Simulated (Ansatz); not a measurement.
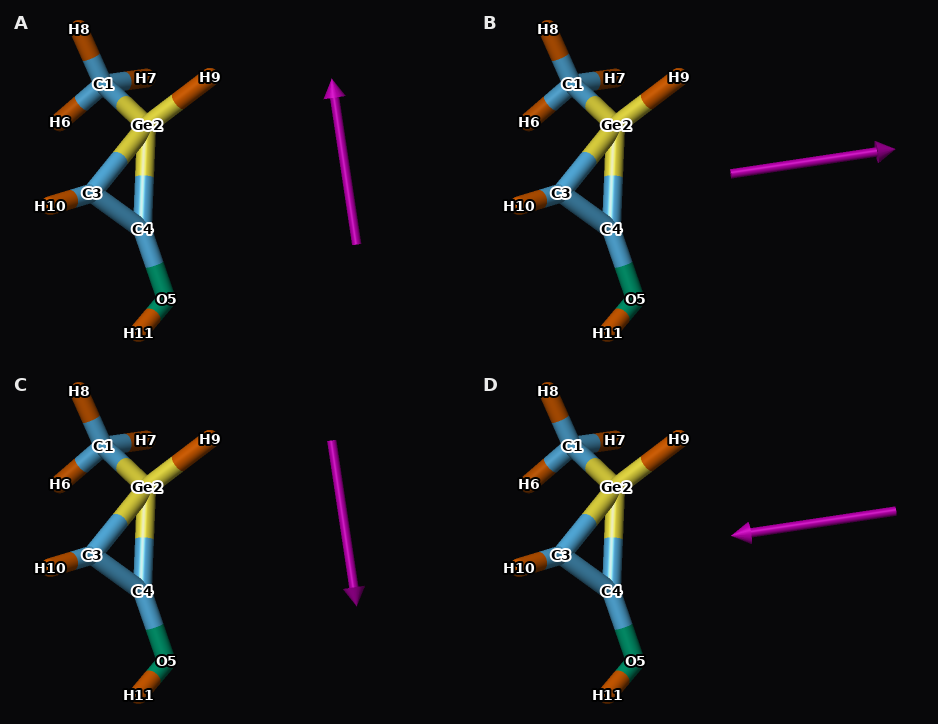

The same molecule four times, each with an arrow. The computed structure is the end point of a PBE0-D4/def2-TZVP optimisation. No frequency run is at hand to confirm it as a minimum. Level of theory: RKS PBE-D4/def2-TZVPP (Ansatz 0.2.0).

**Which arrow points along the dipole moment, from the negative to the positive end?**

D. The dipole moment is 1.02 D; it points from the side of H9 to the side of H10 (the outermost atoms at the two ends).
